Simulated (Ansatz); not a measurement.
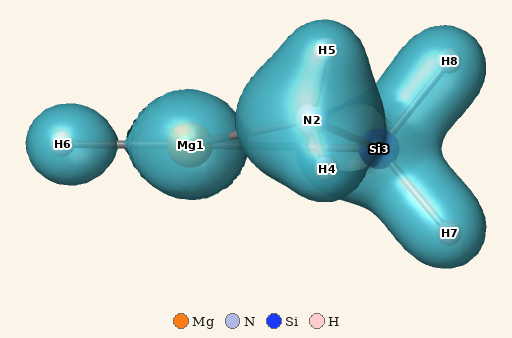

Figure 1: H5MgNSi. Isosurface of the electron density at 0.4 e/Å³ (cyan), seen from one side.

Geometry: PBE0-D3(BJ)/def2-SVP.

The calculation used isolated molecule in a Gaussian basis; Kohn-Sham density functional theory, functional PBE0 in Ansatz 0.2.0.

```xyz
8

Mg   -0.8087   -1.2276    1.8920
N    -0.8295    0.8119    1.1675
Si    0.8007    0.7073    2.1549
H    -1.4929    1.5022    1.5232
H    -0.7079    1.0321    0.1776
H    -1.7966   -2.6117    1.7992
H     0.6998    1.8622    3.1180
H     1.8370    1.1809    1.1683
```

What does this surface tell about the bonding?

Answer. At this value the surface falls into three separate pieces. It bridges the sampled Si–N (1.91 Å) and N–H (1.02 Å) contacts, where the density stays above the isovalue. It is pinched off along the sampled Mg–N (2.16 Å) and Mg–Si (2.53 Å) contacts. On the grid the lowest density along these lines, outside the cores, is 0.62 e/Å³ (Si–N, 1.91 Å), 0.28 e/Å³ (Mg–N, 2.16 Å), 0.23 e/Å³ (Mg–Si, 2.53 Å) and 2.2 e/Å³ (N–H, 1.02 Å).
